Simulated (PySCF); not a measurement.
**Cl₂Si: what the electrons do**

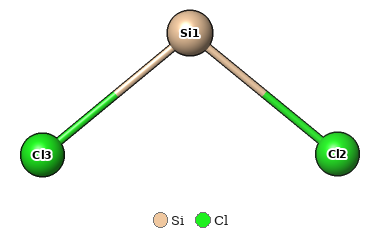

The molecule, with its atoms numbered as below. No frequency check shows the geometry to be a minimum.

Geometry (Å), atoms numbered from 1:

```
Si1     -0.0001   -0.9237    0.0000
Cl2     -1.5843    0.3804    0.0000
Cl3      1.5844    0.3803    0.0000
```

## 1. Bonding charge

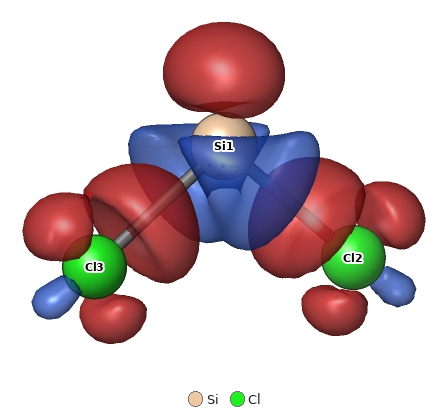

Deformation density (molecule less spherical, spin-averaged free atoms at the same positions), surfaces at ±0.04 e/Å³; red: gain, blue: loss.

Method: PBE0/def2-TZVP; geometry: GFN2-xTB; program: PySCF.

**Describe the bonding that the map shows.**

Si1–Cl2 and Si1–Cl3: +0.07 e/Å³ at the bond critical point (bond length 2.05 Å, Mayer order 1.2); up to 0.6 Å beside the axis the gain reaches +0.21 e/Å³. In all, 0.7 electrons gather in the regions of gain relative to the promolecule. A small or negative value marks a very polar bond, one between electron-rich atoms, whose free-atom densities already overlap strongly, a long bond to a heavier atom, or a closed-shell contact such as a hydrogen bond.

**Where do the Hirshfeld charges lie?**

The highest Hirshfeld charge is on Si1 (+0.25 e), the lowest on Cl2 and Cl3 (−0.12 e).

```csv
atom,charge (e)
Si1,+0.25
Cl2,−0.12
Cl3,−0.12
```

## 2. Bond critical points

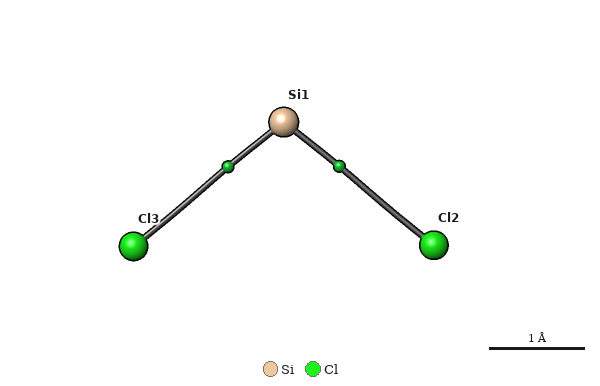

Molecular graph of the electron density (QTAIM): bond paths, bond critical points (green), ring points (magenta, if any); weak paths are dashed.

**How many critical points of each kind are there, and does the count close?**

3 nuclei, 2 bond, 0 ring and 0 cage critical points: 3 − 2 + 0 − 0 = 1, as the Poincaré–Hopf relation requires.

**What does the calculation give at each kind of bond critical point?**

```tsv
bond	length (Å)	ρ (a.u.)	∇²ρ (a.u.)	ε	H (a.u.)
Si1–Cl2 (2 alike)	2.052	0.100	+0.21	0.02	−0.053
```

**What kind of interaction is Si1–Cl2?**

Polar or intermediate (positive Laplacian, negative energy density H): ρ = 0.100, ∇²ρ = +0.21, H = −0.053 a.u.

## 3. Local ionisation energy

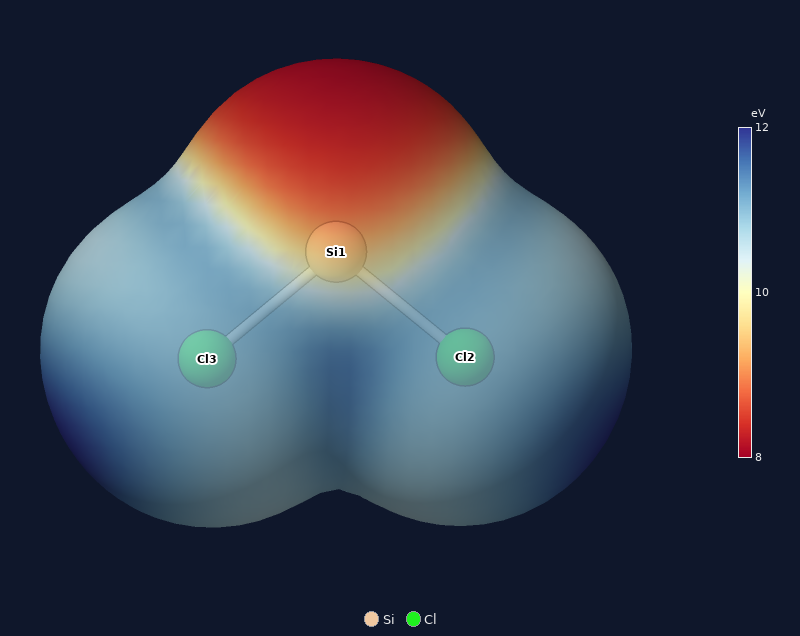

Average local ionisation energy on the surface of electron density 0.001 a.u.

**Where are the most loosely bound electrons on this surface?**

The lowest value is 8.1 eV, 2.4 Å from Si1. Further minima include 10.6 eV, 2.1 Å from Cl2, and at like points elsewhere; 10.7 eV, 2.1 Å from Cl3, and at like points elsewhere. For comparison, the highest occupied orbital lies at −7.6 eV.

## 4. Removing or adding an electron

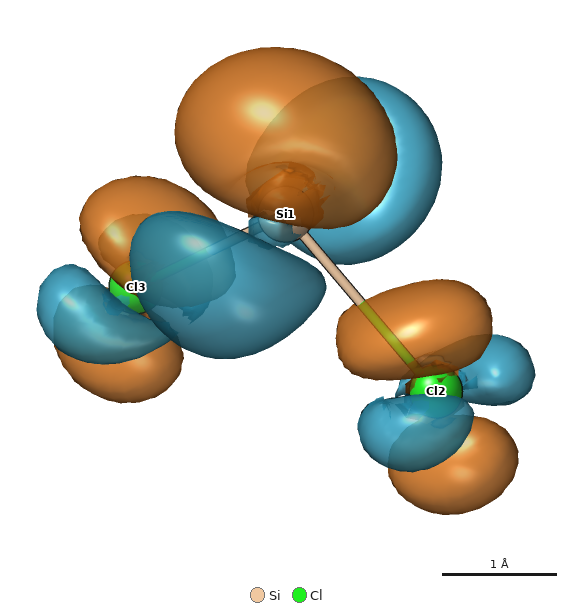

Dual descriptor f⁺ − f⁻ at ±0.03 e/Å³ (light blue positive, orange negative).

Computed with PySCF, PBE0/6-31G*, geometry: GFN2-xTB.

**Which atoms come out as electrophilic, and which as nucleophilic?**

Electrophilic (positive): Si1 (+0.14). Nucleophilic (negative): Cl2 and Cl3 (−0.07). f⁻ (Hirshfeld-condensed) is largest on Si1 (0.48); the vertical ionisation energy is 10.01 eV. f⁺ (Hirshfeld-condensed) is largest on Si1 (0.62); the vertical electron affinity is 0.89 eV (the stability of the anion's solution wasn't checked; the anion's highest orbital has positive energy, so this value and f⁺ depend on the basis).

The PySCF runs shown took 6.4 s and 26 s on 1 thread of Arm Neoverse V2, with other jobs on the host.
